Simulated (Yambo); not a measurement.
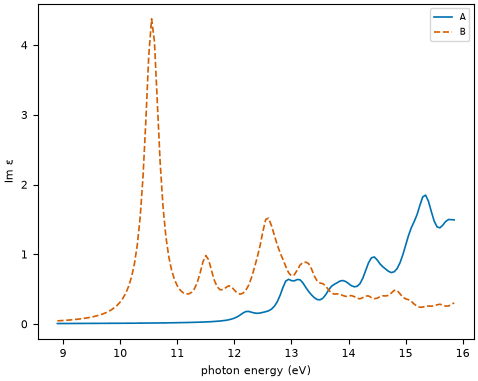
Figure. Two computed absorption spectra of Rb$_{2}$SiF$_{6}$ (space group Fm-3m, No. 225) (Yambo, PBEsol bands with the same scissor, field along x)

Task: Which curve includes the electron-hole attraction (BSE), and where are its main peaks?

Result: Curve B: the attraction moves weight to lower energy (centre of the plotted range 12.0 eV against 14.5 eV). Its peaks lie at 10.6 eV, 11.5 eV, 12.6 eV, 13.2 eV. Settings: 4×4×4 mesh, 17 valence and 7 conduction bands, static screening with 85 bands and a 3 Ry block, scissor 4.14 eV, Tamm-Dancoff. The scissor comes from a G0W0 run whose convergence isn't established. Broadening 0.15 eV. The band window holds all transitions up to 16.6 eV. Fine structure above the onset can come from the mesh.

Geometry of the Materials Project entry, not relaxed at this level; primitive cell a = b = c = 5.907 Å, α = β = γ = 60.00°.

The structure is a Materials Project entry; no match was found in the copy of COD used, and its stability was not checked.
